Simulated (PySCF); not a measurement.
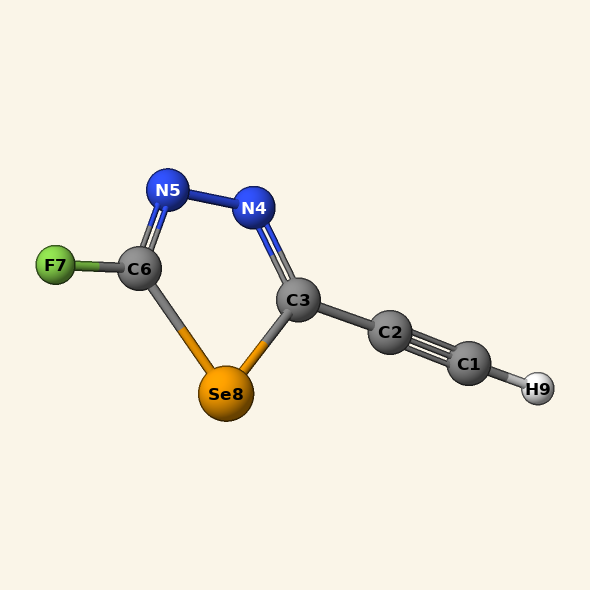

The geometry was computed by an optimisation with GFN2-xTB. No frequency run is at hand to confirm it as a minimum. Properties computed with B3LYP/pcJ-1 (pcSseg-1 on Se) indirect spin-spin coupling, non-relativistic, gas phase (PySCF 2.14.0). Isotopes: 13C, 19F, 1H, 15N.

Give the spin–spin coupling constants of these pairs, with the number of bonds between them: C2/H9, C2/N4, C3/C6, C3/N5, N5/F7, C2/C6, C3/F7, C3/H9.

| pair | bonds apart | J (Hz) |
| --- | --- | --- |
| C2, H9 | 2 | 53.6 |
| C2, N4 | 2 | −7.8 |
| C3, C6 | 2 | 22.8 |
| C3, N5 | 2 | −4.5 |
| N5, F7 | 2 | −41.6 |
| C2, C6 | 3 | −0.8 |
| C3, F7 | 3 | 1.5 |
| C3, H9 | 3 | 6.1 |

Density functionals are unreliable for couplings to fluorine, so those rows may be far off.

The geometry is semi-empirical. Around Se such bond lengths and angles can be off by a tenth of an ångström or more and by several degrees, and values that hang on the shape move with them.
